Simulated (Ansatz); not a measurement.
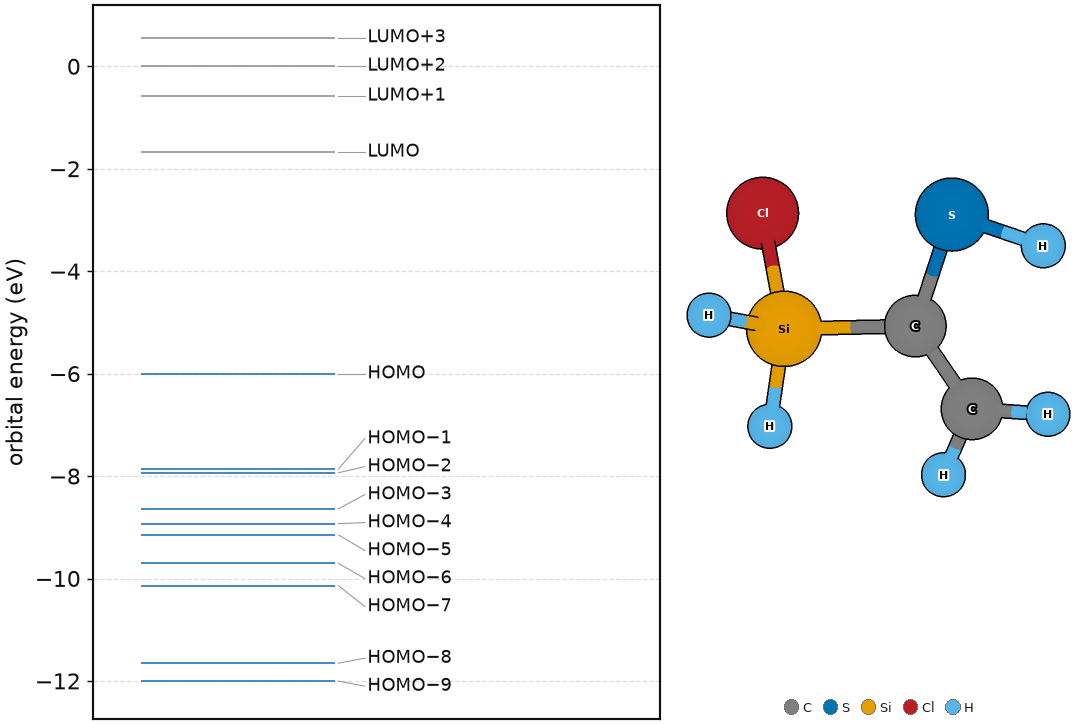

C₂H₅ClSSi (enethiol tautomer), SMILES C=C(S)[SiH2]Cl. Kohn-Sham orbital energies near the frontier, r2SCAN/def2-TZVPP in the Ansatz code 0.2.0, at a PBE0-D4/def2-TZVP geometry (no frequency check), isolated molecule; empty levels in grey, levels within 0.03 eV side by side.

**Where do the frontier orbitals lie?**

HOMO at −6.00 eV, LUMO at −1.67 eV, 4.33 eV apart.

**How far below the HOMO does the next level lie?**

1.86 eV.

Caveats: one conformer of a flexible molecule; empty levels above zero depend strongly on the basis; empty levels above zero depend strongly on the basis.
